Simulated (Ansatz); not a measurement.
InSb (zinc blende)

```
CELL_PARAMETERS angstrom
      0.00000     6.63495     6.63495
      3.31748     3.31748     6.63495
      3.31748     3.31748     0.00000
ATOMIC_POSITIONS crystal
  Sb 0.00000 0.75000 0.75000
  Sb 0.50000 0.75000 0.75000
  In 0.00000 0.00000 0.00000
  In 0.50000 0.00000 0.00000
```

A phonon eigenvector at X = (0.5, 0.5, 0.0) is frozen into this cell: atom i moves by Q times the vector below, so Q is the largest atomic displacement, in Å. The cell is held. It is one choice among 2 degenerate patterns. (q is in reciprocal vectors of the primitive cell; the cell shown is doubled to hold the pattern.)

```tsv
atom	x	y	z
Sb1	0.000	1.000	0.000
Sb2	0.000	-1.000	0.000
In3	-0.884	0.000	0.000
In4	0.884	0.000	0.000
```

Level of theory: PBE (plane waves to 420 eV, PAW, scalar-relativistic; Ansatz, a program for electronic structure). k mesh 12×12×12 (Γ-centred), Fermi-Dirac smearing 0.05 eV. The energy includes the smearing's −TS. With partly filled bands, energies and forces of such displacements shift with the k mesh and the smearing. At this level the bands of InSb touch or barely overlap; measurements give the solid a gap. InSb was relaxed with its symmetry unable to fall. Spin-orbit coupling is left out, though Sb is heavy. The PAW data are Ansatz's earlier set. ΔE is measured from the undisplaced structure.

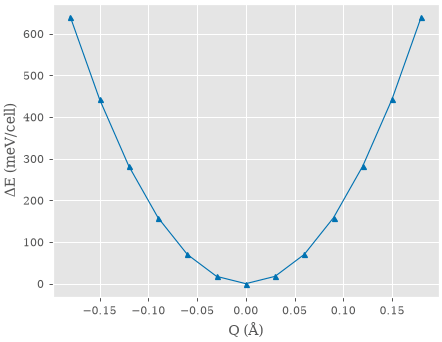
*ΔE (meV/cell) against Q (Å); one marker a computed point.*

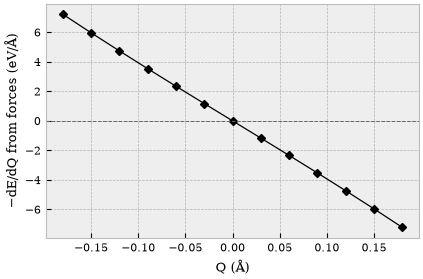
Figure. −dE/dQ from forces (eV/Å) against Q (Å); markers are the computed points, lines only join them.

The energy at Q = 0.180 Å comes out as 641 meV/cell. Space group of the distorted cell: C222_1 (No. 20), lowered from F-43m. Shape of the curve: a single well with its minimum at or next to zero displacement. Harmonic wavenumber from the curvature (finite differences): 158 cm⁻¹. Symmetry of the curve: even: the same for both signs.

E″ = 38.95 eV/Å², M = Σ mᵢ|uᵢ|² = 422.8 u, ν̃ = 521.5·√(|E″|/M).

(A displaced cell: forces are minus the slopes of the energy, force constants its curvatures, and phonons follow from these.)
